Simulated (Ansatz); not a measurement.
# ScCd3 (Ni3Sn type): an atom of Cd hops into a vacancy, part 1 of 2

One Cd atom is taken out of a 1×1×2 supercell of ScCd3 (Ni3Sn type). How high is the barrier for its neighbour Cd10, 3.01 Å away, to move into the hole?

Program: Ansatz 0.2.0. Level of theory: DFT PBEsol, scalar-relativistic, plane waves, PAW. These are calculated values, not measurements.

**1. Starting point**

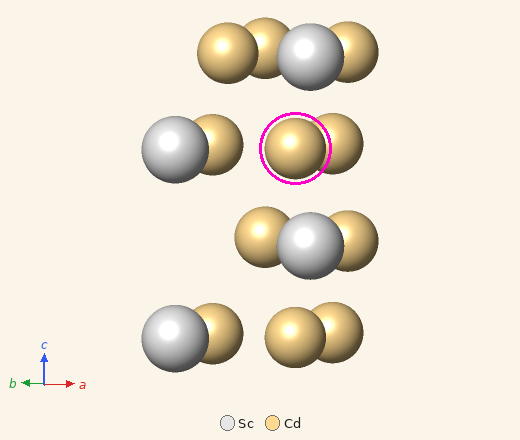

The starting structure, seen from a free direction (scandium white, cadmium orange). Each atom of the cell is drawn once, at one copy chosen for all pictures, so bonds across the cell's faces may be missing. Ringed: Cd10.

The empty site lies at (1.57, 4.52, 3.61) Å, and Cd10 starts at (3.13, 3.62, 6.02) Å.

As a file:

```xyz
15
Lattice="6.2591 0.0000 0.0000 -3.1296 5.4205 0.0000 0.0000 0.0000 9.6274" Properties=species:S:1:pos:R:3 pbc="T T T"
Sc    0.0000    3.6137    1.2034
Sc    3.1296    1.8068    3.6103
Cd    3.1296    3.6150    1.2034
Cd   -1.5659    4.5178    3.6103
Cd    1.5636    0.9028    1.2034
Cd    0.0000    1.8055    3.6103
Cd    4.6955    0.9028    1.2034
Sc    0.0000    3.6137    6.0171
Sc    3.1296    1.8068    8.4240
Cd    3.1296    3.6150    6.0171
Cd   -1.5659    4.5178    8.4240
Cd    1.5636    0.9028    6.0171
Cd    0.0000    1.8055    8.4240
Cd    4.6955    0.9028    6.0171
Cd    1.5659    4.5178    8.4240
```

It repeats 1×1×2 times the cell relaxed before (20.415 Å³/atom at 0.00 GPa).

**2. The supercell without the vacancy, for reference**

input.yaml

```yaml
crystal:
  lattice:
    - [6.2591075105, 0.0, 0.0]
    - [-3.1295537552, 5.4205461091, 0.0]
    - [0.0, 0.0, 9.627400274]
  atoms:
    - { symbol: Sc, position: [0.3333333333, 0.6666666667, 0.125] }
    - { symbol: Sc, position: [0.6666666667, 0.3333333333, 0.375] }
    - { symbol: Cd, position: [0.8334542542, 0.6669085084, 0.125] }
    - { symbol: Cd, position: [0.1665457458, 0.8334542542, 0.375] }
    - { symbol: Cd, position: [0.3330914916, 0.1665457458, 0.125] }
    - { symbol: Cd, position: [0.1665457458, 0.3330914916, 0.375] }
    - { symbol: Cd, position: [0.8334542542, 0.1665457458, 0.125] }
    - { symbol: Cd, position: [0.6669085084, 0.8334542542, 0.375] }
    - { symbol: Sc, position: [0.3333333333, 0.6666666667, 0.625] }
    - { symbol: Sc, position: [0.6666666667, 0.3333333333, 0.875] }
    - { symbol: Cd, position: [0.8334542542, 0.6669085084, 0.625] }
    - { symbol: Cd, position: [0.1665457458, 0.8334542542, 0.875] }
    - { symbol: Cd, position: [0.3330914916, 0.1665457458, 0.625] }
    - { symbol: Cd, position: [0.1665457458, 0.3330914916, 0.875] }
    - { symbol: Cd, position: [0.8334542542, 0.1665457458, 0.625] }
    - { symbol: Cd, position: [0.6669085084, 0.8334542542, 0.875] }
basis:
  ecutwfc: 420
  ecutrho_ratio: 4
kpoints:
  mp_grid: { grid: [3, 3, 2] }
hamiltonian:
  xc: pbesol
scf:
  occupations: { method: gaussian, width: 0.05 }
output:
  forces: true
  stress: true
  eigenvalues: true
```

Launch:

```bash
$ ansatz run input.yaml --threads 8 --pin off --max-ram 12288MiB --backend cpu --events-out ev --progress --plain --runs-dir out
```

Log (excerpt; [...] marks lines left out):

```text
Warning: RAYON_NUM_THREADS=8 ignored (pool sized by the plan → 8); use --threads N
[...]
Pseudopotentials: kind: paw
Pseudopotential: Sc, paw, valence charge 11, recommended cutoff 420 eV (normal), Sc.paw.azcp
Pseudopotential: Cd, paw, valence charge 20, recommended cutoff 420 eV (normal), Cd.paw.azcp
Functional definition: PBEsol
[...]
Crystal: 16 atoms, lattice volume = 326.636 Å³
Basis set: ecut = 420 eV, 6405 PW (Γ), exchange–correlation on 90×90×144 points (8 copies of the dense FFT grid, shifted against one another)
Bands: 171, of which v1, the nominal top of the filled ones, is band 142 counted from 1 (141 counted from 0)
Symmetry: 48 space group operations
Space group: P63/mmc (ITA 194), of the structure as read, at distance tolerance 6.9e-5 Å
k-points: 6 of 18
[...]
SCF iter   1: F=—  HF=-106658.485002 eV  |F-HF|=—  |Δ(HF+E_count)|=         —  Δρ=7.13e-3  dr2=1.45e-1  ethr=1.77e-3  ⟨swp⟩=5.2  Hψ=3071  notcnv=0  defer=51
[...]
SCF iter   6: F=-106658.441255 eV  HF=-106658.441255 eV  |F-HF|=5.65e-9  |Δ(HF+E_count)|=   1.29e-7  Δρ=3.90e-6  dr2=3.74e-8  ethr=3.52e-11  ⟨swp⟩=7.7  Hψ=3873  notcnv=0
[...]
SCF converged after 6 iterations
Free energy (F): -106658.441255 eV
[...]
E sigma→0 (E₀):  -106658.432681 eV
Entropy (-TS):   -0.017148 eV (-1.072 meV/atom)
Fermi energy:    14.478281 eV
[...]
--- Forces (eV/Å), atoms counted from 1 ---
  atom   1  Sc     0.00000000     0.00000000    -0.00000000
  atom   2  Sc    -0.00000000    -0.00000000    -0.00000000
  atom   3  Cd     0.00000000     0.06225559     0.00000000
  atom   4  Cd    -0.05391493     0.03112780     0.00000000
  atom   5  Cd    -0.05391493    -0.03112780     0.00000000
  atom   6  Cd    -0.00000000    -0.06225559     0.00000000
  atom   7  Cd     0.05391493    -0.03112780     0.00000000
  atom   8  Cd     0.05391493     0.03112780     0.00000000
[...]
--- Stress (GPa, compression-positive) ---
        0.326765       0.000000       0.000000
       -0.000000       0.326765       0.000000
        0.000000       0.000000      -1.301394
  P = ⅓ Tr σ = -0.2160 GPa (-2.160 kbar)
--- Band table (eV; the first three rows and the last of 6) ---
[...]
```

It took 7.1 s on 8 threads of an x86-64 CPU, shared host; peak memory 1.6 GiB.

Read off: volume 20.415 Å³/atom, pressure -0.22 GPa, a metal on this mesh.

**3. Relaxing the first end**

input.yaml, as its differences from that of step 2:

```diff
@@ -13,3 +13,2 @@
     - { symbol: Cd, position: [0.8334542542, 0.1665457458, 0.125] }
-    - { symbol: Cd, position: [0.6669085084, 0.8334542542, 0.375] }
     - { symbol: Sc, position: [0.3333333333, 0.6666666667, 0.625] }
@@ -35 +34,4 @@
   eigenvalues: true
+relax:
+  f_tol: 0.03
+  max_steps: 30
```

Launch:

```bash
$ ansatz run input.yaml --threads 8 --pin off --max-ram 12288MiB --backend cpu --events-out ev --progress --plain --runs-dir out
```

Log (excerpt; [...] marks lines left out):

```text
Warning: output.stress: scf.convergence.dr2_threshold = 1e-7 eV (the SCF's general default) is looser than the 1.5e-9 eV advised for a printed stress (1e-10 eV for each atom of the cell: 15). What an SCF threshold leaves in a stress goes as its square root, and in the free energy as the [...]
Warning: RAYON_NUM_THREADS=8 ignored (pool sized by the plan → 8); use --threads N
[...]
Pseudopotentials: kind: paw
Pseudopotential: Sc, paw, valence charge 11, recommended cutoff 420 eV (normal), Sc.paw.azcp
Pseudopotential: Cd, paw, valence charge 20, recommended cutoff 420 eV (normal), Cd.paw.azcp
Functional definition: PBEsol
[...]
Crystal: 15 atoms, lattice volume = 326.636 Å³
Basis set: ecut = 420 eV, 6405 PW (Γ), exchange–correlation on 90×90×144 points (8 copies of the dense FFT grid, shifted against one another)
Bands: 159, of which v1, the nominal top of the filled ones, is band 132 counted from 1 (131 counted from 0)
Symmetry: 4 space group operations
Space group: Amm2 (ITA 38), of the structure as read, at distance tolerance 6.9e-5 Å
[...]
relax step   3: F+E_penalty+E_count = -98473.01566732 eV  Δ(F+E_penalty+E_count) = -9.025e-3 eV  max|allowed force component| = 2.125e-2 eV/Å  Δτ_max = 0.0218 Å  (8 SCF iters, accepted)
SCF converged after 8 iterations
Free energy (F): -98473.015667 eV
[...]
E sigma→0 (E₀):  -98473.007689 eV
Entropy (-TS):   -0.015956 eV (-1.064 meV/atom)
Fermi energy:    13.252095 eV
[...]
--- Forces (eV/Å), atoms counted from 1 ---
  atom   1  Sc    -0.01014141    -0.00585515    -0.00428857
  atom   2  Sc     0.00362321     0.00209186    -0.00000000
  atom   3  Cd     0.00872007    -0.00766201    -0.00117121
  atom   4  Cd    -0.01972961     0.00832748    -0.00000000
  atom   5  Cd     0.00942376     0.00544081    -0.00736059
  atom   6  Cd    -0.00265300    -0.02125009    -0.00000000
  atom   7  Cd    -0.00227546     0.01138280    -0.00117121
  atom   8  Sc    -0.01014141    -0.00585515     0.00428857
[...]
--- Stress (GPa, compression-positive) ---
       -1.397683      -0.201301       0.000000
       -0.201301      -1.165241      -0.000000
        0.000000      -0.000000      -1.866637
  P = ⅓ Tr σ = -1.4765 GPa (-14.765 kbar)
--- Band table (eV; the first three rows and the last of 8) ---
```

**4. The output, continued: one Cd removed, atoms relaxed**

Output, continued (excerpt; [...] marks lines left out):

```text
[...]
--- Relaxed structure (3 steps of the walk, 3 accepted, 0 SCFs on fresh bases) ---
  F+E_penalty+E_count = -98473.01566732 eV   max|allowed force component| = 2.125e-2 eV/Å
  atoms:
    - { symbol: Sc, position: [0.33606445099238796, 0.6680322254961938, 0.13579944124625287] }
    - { symbol: Sc, position: [0.6754909276442146, 0.33774546382210724, 0.375] }
    - { symbol: Cd, position: [0.8323946036560061, 0.6753540282457601, 0.12621216303914765] }
    - { symbol: Cd, position: [0.15569888570733337, 0.8381702889578692, 0.375] }
    - { symbol: Cd, position: [0.3381354259644552, 0.1690677129822276, 0.12518206679331295] }
    - { symbol: Cd, position: [0.1556988857073334, 0.31752859674946393, 0.375] }
    - { symbol: Cd, position: [0.8323946036560061, 0.15704057541024596, 0.12621216303914765] }
    - { symbol: Sc, position: [0.33606445099238796, 0.6680322254961938, 0.614200558753747] }
    - { symbol: Sc, position: [0.6666977668183961, 0.333348883409198, 0.8750000000000001] }
    - { symbol: Cd, position: [0.8323946036560061, 0.6753540282457601, 0.6237878369608524] }
    - { symbol: Cd, position: [0.16863750444513767, 0.8303462444829666, 0.8750000000000001] }
    - { symbol: Cd, position: [0.3381354259644552, 0.1690677129822276, 0.624817933206687] }
    - { symbol: Cd, position: [0.1686375044451377, 0.3382912599621708, 0.8750000000000001] }
    - { symbol: Cd, position: [0.8323946036560061, 0.15704057541024596, 0.6237878369608524] }
    - { symbol: Cd, position: [0.6642518482947356, 0.8321259241473677, 0.8750000000000001] }
```

Run time: 35 s. Hardware: 8 threads of an x86-64 CPU, shared host; peak memory 1.9 GiB.

Relaxation path:

| step | energy from step 1 (eV/cell) | largest force component (eV/Å) |
| --- | --- | --- |
| 1 | 0.0000 | 0.2940 |
| 2 | -0.0695 | 0.0993 |
| 3 | -0.0786 | 0.0213 |

Step 1 is the start.

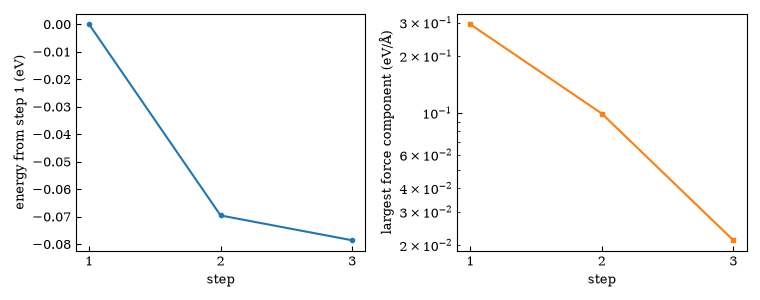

How energy and force went from step to step.

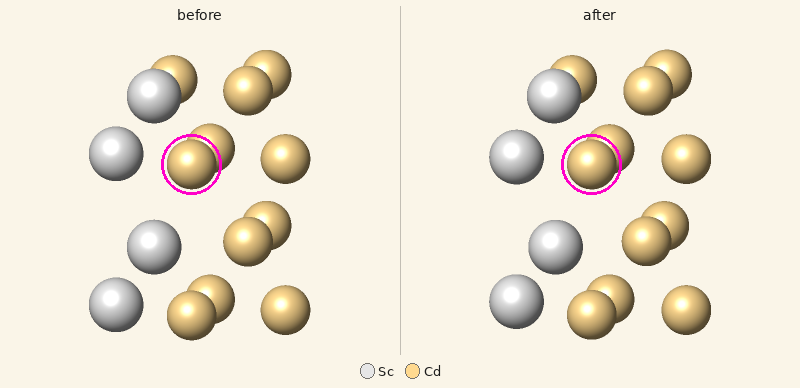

The structure before (left) and after (right), drawn at the same scale. Each atom of the cell is drawn once, at one copy chosen for all pictures, so bonds across the cell's faces may be missing.

The largest move, 0.11 Å, is shared by several atoms, Sc1 among them.

**5. Relaxing the second end**

Cd10 now sits on the site that was empty.

input.yaml, as its differences from that of step 3:

```diff
@@ -15,3 +15,3 @@
     - { symbol: Sc, position: [0.6666666667, 0.3333333333, 0.875] }
-    - { symbol: Cd, position: [0.8334542542, 0.6669085084, 0.625] }
+    - { symbol: Cd, position: [0.6669085084, 0.8334542542, 0.375] }
     - { symbol: Cd, position: [0.1665457458, 0.8334542542, 0.875] }
```

Launch:

```bash
$ ansatz run input.yaml --threads 8 --pin off --max-ram 12288MiB --backend cpu --events-out ev --progress --plain --runs-dir out
```

Log (excerpt; [...] marks lines left out):

```text
Warning: output.stress: scf.convergence.dr2_threshold = 1e-7 eV (the SCF's general default) is looser than the 1.5e-9 eV advised for a printed stress (1e-10 eV for each atom of the cell: 15). What an SCF threshold leaves in a stress goes as its square root, and in the free energy as the [...]
Warning: RAYON_NUM_THREADS=8 ignored (pool sized by the plan → 8); use --threads N
[...]
Pseudopotentials: kind: paw
Pseudopotential: Sc, paw, valence charge 11, recommended cutoff 420 eV (normal), Sc.paw.azcp
Pseudopotential: Cd, paw, valence charge 20, recommended cutoff 420 eV (normal), Cd.paw.azcp
Functional definition: PBEsol
[...]
Crystal: 15 atoms, lattice volume = 326.636 Å³
Basis set: ecut = 420 eV, 6405 PW (Γ), exchange–correlation on 90×90×144 points (8 copies of the dense FFT grid, shifted against one another)
Bands: 159, of which v1, the nominal top of the filled ones, is band 132 counted from 1 (131 counted from 0)
Symmetry: 4 space group operations
Space group: Amm2 (ITA 38), of the structure as read, at distance tolerance 6.9e-5 Å
[...]
relax step   3: F+E_penalty+E_count = -98473.01566732 eV  Δ(F+E_penalty+E_count) = -9.025e-3 eV  max|allowed force component| = 1.708e-2 eV/Å  Δτ_max = 0.0218 Å  (8 SCF iters, accepted)
SCF converged after 8 iterations
Free energy (F): -98473.015667 eV
[...]
E sigma→0 (E₀):  -98473.007689 eV
Entropy (-TS):   -0.015956 eV (-1.064 meV/atom)
Fermi energy:    13.252096 eV
[...]
--- Forces (eV/Å), atoms counted from 1 ---
  atom   1  Sc     0.00000000     0.00709832     0.00000000
  atom   2  Sc    -0.00000000    -0.01171023    -0.00428820
  atom   3  Cd    -0.00000000    -0.00468020     0.00000000
  atom   4  Cd     0.01099559     0.00372086    -0.00117116
  atom   5  Cd     0.00416193     0.00301902     0.00000000
  atom   6  Cd     0.00000000     0.01088160    -0.00736066
  atom   7  Cd    -0.00416193     0.00301902     0.00000000
  atom   8  Sc     0.00000000     0.00418337     0.00000000
[...]
--- Stress (GPa, compression-positive) ---
       -1.049019      -0.000000      -0.000000
       -0.000000      -1.513904      -0.000000
       -0.000000      -0.000000      -1.866637
  P = ⅓ Tr σ = -1.4765 GPa (-14.765 kbar)
--- Band table (eV; the first three rows and the last of 8) ---
```

**6. More of the same log: one Cd removed and a neighbour moved into its place, atoms relaxed**

The log, continued (excerpt; [...] marks lines left out):

```text
[...]
--- Relaxed structure (3 steps of the walk, 3 accepted, 0 SCFs on fresh bases) ---
  F+E_penalty+E_count = -98473.01566732 eV   max|allowed force component| = 1.708e-2 eV/Å
  atoms:
    - { symbol: Sc, position: [0.33334888213120495, 0.66669776426241, 0.125] }
    - { symbol: Sc, position: [0.668032213996414, 0.33606442799282793, 0.3857994262233859] }
    - { symbol: Cd, position: [0.8321259174472627, 0.6642518348945257, 0.125] }
    - { symbol: Cd, position: [0.15704056349985535, 0.8323945975191358, 0.3762121631288344] }
    - { symbol: Cd, position: [0.33829123779016657, 0.16863749161186398, 0.125] }
    - { symbol: Cd, position: [0.16906772030228662, 0.3381354406045733, 0.37518207335303516] }
    - { symbol: Cd, position: [0.8303462538216974, 0.16863749161186398, 0.125] }
    - { symbol: Sc, position: [0.3377454839691926, 0.6754909679383853, 0.625] }
    - { symbol: Sc, position: [0.668032213996414, 0.33606442799282793, 0.8642005737766143] }
    - { symbol: Cd, position: [0.6753540340192805, 0.8323945975191357, 0.3762121631288344] }
    - { symbol: Cd, position: [0.15704056349985535, 0.8323945975191358, 0.8737878368711656] }
    - { symbol: Cd, position: [0.31752860481430534, 0.15569890700480304, 0.625] }
    - { symbol: Cd, position: [0.16906772030228662, 0.3381354406045733, 0.8748179266469649] }
    - { symbol: Cd, position: [0.8381703021904977, 0.15569890700480304, 0.625] }
    - { symbol: Cd, position: [0.6753540340192805, 0.8323945975191357, 0.8737878368711656] }
```

It took 35 s on 8 threads of an x86-64 CPU, shared host; peak memory 1.9 GiB.

Step by step:

| step | energy from step 1 (eV/cell) | largest force component (eV/Å) |
| --- | --- | --- |
| 1 | 0.0000 | 0.2940 |
| 2 | -0.0695 | 0.0993 |
| 3 | -0.0786 | 0.0171 |

Step 1 is the start.

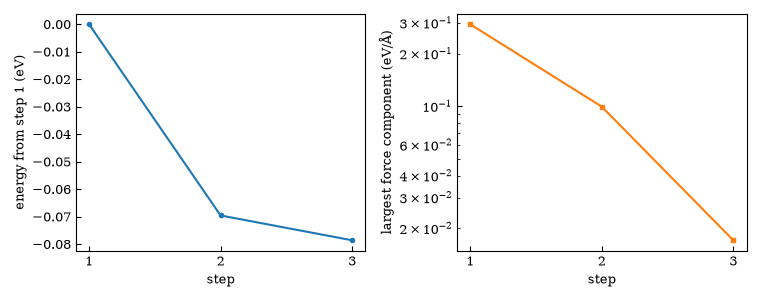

How energy and force went from step to step.

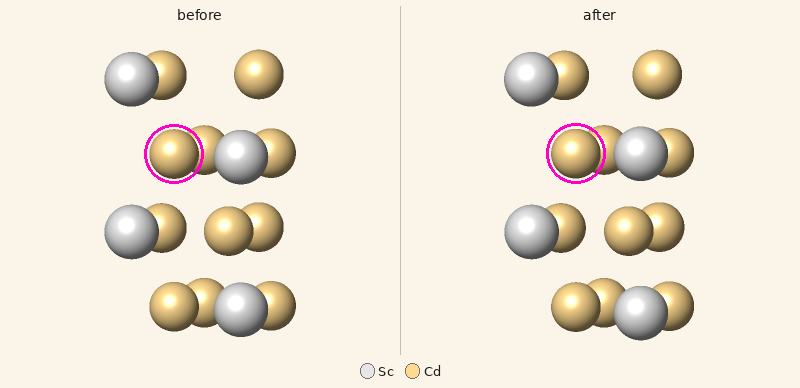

The structure before (left) and after (right), drawn at the same scale. Each atom of the cell is drawn once, at one copy chosen for all pictures, so bonds across the cell's faces may be missing.

The largest move, 0.11 Å, is shared by several atoms, Sc9 among them.

**7. Nudged elastic band**

crystal.atoms is the relaxed first end and neb.final_atoms the relaxed second end.

input.yaml

```yaml
crystal:
  lattice:
    - [6.2591075105, 0.0, 0.0]
    - [-3.1295537552, 5.4205461091, 0.0]
    - [0.0, 0.0, 9.627400274]
  atoms:
    - { symbol: Sc, position: [0.336064451, 0.6680322255, 0.1357994412] }
    - { symbol: Sc, position: [0.6754909276, 0.3377454638, 0.375] }
    - { symbol: Cd, position: [0.8323946037, 0.6753540282, 0.126212163] }
    - { symbol: Cd, position: [0.1556988857, 0.838170289, 0.375] }
    - { symbol: Cd, position: [0.338135426, 0.169067713, 0.1251820668] }
    - { symbol: Cd, position: [0.1556988857, 0.3175285967, 0.375] }
    - { symbol: Cd, position: [0.8323946037, 0.1570405754, 0.126212163] }
    - { symbol: Sc, position: [0.336064451, 0.6680322255, 0.6142005588] }
    - { symbol: Sc, position: [0.6666977668, 0.3333488834, 0.875] }
    - { symbol: Cd, position: [0.8323946037, 0.6753540282, 0.623787837] }
    - { symbol: Cd, position: [0.1686375044, 0.8303462445, 0.875] }
    - { symbol: Cd, position: [0.338135426, 0.169067713, 0.6248179332] }
    - { symbol: Cd, position: [0.1686375044, 0.33829126, 0.875] }
    - { symbol: Cd, position: [0.8323946037, 0.1570405754, 0.623787837] }
    - { symbol: Cd, position: [0.6642518483, 0.8321259241, 0.875] }
basis:
  ecutwfc: 420
  ecutrho_ratio: 4
kpoints:
  mp_grid: { grid: [3, 3, 2] }
hamiltonian:
  xc: pbesol
scf:
  occupations: { method: gaussian, width: 0.05 }
output:
  forces: true
  stress: false
  eigenvalues: true
neb:
  images: 3
  climbing: immediate
  f_tol: 0.08
  max_iterations: 30
  order_check: false
  final_atoms:
    - { symbol: Sc, position: [0.33402782, 0.66601882, 0.12517317] }
    - { symbol: Sc, position: [0.66871116, 0.33538549, 0.38597259] }
    - { symbol: Cd, position: [0.83280486, 0.66357289, 0.12517317] }
    - { symbol: Cd, position: [0.1577195, 0.83171566, 0.37638533] }
    - { symbol: Cd, position: [0.33897018, 0.16795855, 0.12517317] }
    - { symbol: Cd, position: [0.16974666, 0.3374565, 0.37535524] }
    - { symbol: Cd, position: [0.83102519, 0.16795855, 0.12517317] }
    - { symbol: Sc, position: [0.33842443, 0.67481203, 0.62517317] }
    - { symbol: Sc, position: [0.66871116, 0.33538549, 0.86437374] }
    - { symbol: Cd, position: [0.67603298, 0.83171566, 0.37638533] }
    - { symbol: Cd, position: [0.1577195, 0.83171566, 0.873961] }
    - { symbol: Cd, position: [0.31820755, 0.15501997, 0.62517317] }
    - { symbol: Cd, position: [0.16974666, 0.3374565, 0.87499109] }
    - { symbol: Cd, position: [0.83884924, 0.15501997, 0.62517317] }
    - { symbol: Cd, position: [0.67603298, 0.83171566, 0.873961] }
```

Launch:

```bash
$ ansatz run input.yaml --threads 8 --pin off --max-ram 12288MiB --backend cpu --events-out ev --progress --plain --runs-dir out
```

Log (excerpt; [...] marks lines left out):

```text
Warning: neb: disabling space-group detection — the band's intermediate images generally break the endpoint symmetry, so no spatial operation reduces the k-mesh or symmetrises the density, except that a semilocal band can use its path's symmetry ahead of convergence; time reversal is [...]
Warning: RAYON_NUM_THREADS=8 ignored (pool sized by the plan → 8); use --threads N
[...]
Pseudopotentials: kind: paw
Pseudopotential: Sc, paw, valence charge 11, recommended cutoff 420 eV (normal), Sc.paw.azcp
Pseudopotential: Cd, paw, valence charge 20, recommended cutoff 420 eV (normal), Cd.paw.azcp
Functional definition: PBEsol
[...]
parallel-image band execution: 3 concurrent image workers
NEB image 0
Crystal: 15 atoms, lattice volume = 326.636 Å³
Basis set: ecut = 420 eV, 6405 PW (Γ), exchange–correlation on 90×90×144 points (8 copies of the dense FFT grid, shifted against one another)
Bands: 159, of which v1, the nominal top of the filled ones, is band 132 counted from 1 (131 counted from 0)
Symmetry: 1 space group operations
k-points: 10 of 18 (time reversal used)
[...]
SCF iter   1: F=—  HF=-98473.059483 eV  |F-HF|=—  |Δ(HF+E_count)|=         —  Δρ=6.85e-3  dr2=1.55e-1  ethr=1.77e-3  ⟨swp⟩=5.1  Hψ=4779  notcnv=0  defer=82
[...]
NEB image 4
[...]
NEB end point (image 0): max|allowed force component| = 2.126e-2 eV/Å (the criterion of neb.relax_end_points is 1.600e-2)
NEB end point (image 4): max|allowed force component| = 1.708e-2 eV/Å (the criterion of neb.relax_end_points is 1.600e-2)
NEB image 1
[...]
NEB image 2
[...]
NEB image 3
[...]
SCF iter   4: F=—  HF=-98472.459100 eV  |F-HF|=—  |Δ(HF+E_count)|=   1.25e-3  Δρ=5.65e-4  dr2=1.94e-3  ethr=3.30e-6  ⟨swp⟩=1.7  Hψ=1621  notcnv=0  defer=189
```

**8. The output, continued: hop of Cd into the vacancy**

The log, continued (excerpt; [...] marks lines left out):

```text
SCF iter   5: F=—  HF=-98472.458775 eV  |F-HF|=—  |Δ(HF+E_count)|=   3.24e-4  Δρ=2.11e-4  dr2=2.39e-4  ethr=7.34e-7  ⟨swp⟩=2.0  Hψ=2074  notcnv=0  defer=189
[...]
NEB iter   1: max|band force component| = 1.314e0 eV/Å  barrier→ = 1.0957 eV  barrier← = 1.0957 eV  CI = image 2  Δτ_max = 0.2000 Å  (47 SCF iters)
[...]
NEB iter   3: max|band force component| = 9.772e-2 eV/Å  barrier→ = 0.4339 eV  barrier← = 0.4339 eV  CI = image 2  Δτ_max = 0.1236 Å  (24 SCF iters)
[...]
NEB iter   4: max|band force component| = 4.052e-2 eV/Å  barrier→ = 0.3902 eV  barrier← = 0.3902 eV  CI = image 2  Δτ_max = 0.0452 Å  (26 SCF iters)
NEB image 2
[...]
SCF iter   7: F=—  HF=-98472.630038 eV  |F-HF|=—  |Δ(HF+E_count)|=   2.97e-7  Δρ=5.13e-6  dr2=1.63e-7  ethr=4.86e-10  ⟨swp⟩=2.0  Hψ=2758  notcnv=0
```

(Continued in part 2 of 2.)
